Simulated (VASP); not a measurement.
Band structure of PtSe$_{2}$ (space group P-3m1). Method: LDA (Ceperley-Alder, Perdew-Zunger), VASP's LDA PAW potentials (set 64) (plane waves; VASP).

Unless said otherwise, spin-orbit coupling is left out, though it shifts the bands of the heavy elements here.

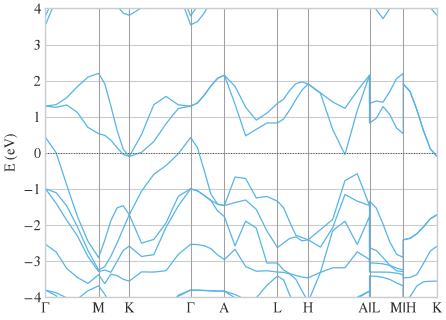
*Bands along high-symmetry lines, zero at the valence-band maximum or, without a gap, the Fermi level*

Question: Read the plot: is there a gap, and where are the band edges?

Answer: It has no gap at this level: it comes out as a metal or semimetal.

The structure is a typed PtSe2 crystal (P-3m1). The cell was not relaxed at this level.
